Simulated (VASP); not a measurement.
Band structure of CaO (rock salt). Computed with optB88-vdW, VASP's PBE PAW potentials (set 64) (plane waves; VASP 6.6.1).

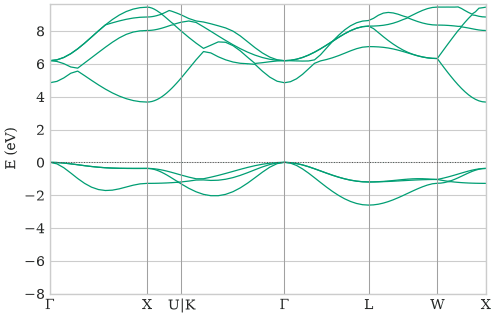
Figure: Bands along high-symmetry lines, zero at the valence-band maximum or, without a gap, the Fermi level

Read the plot: is there a gap, and where are the band edges?

The gap is indirect, 3.67 eV, from the valence maximum at Γ to the conduction minimum at X. (Edges off the drawn lines would not show.)

The compound is CaO in the rock salt structure. It was relaxed first.
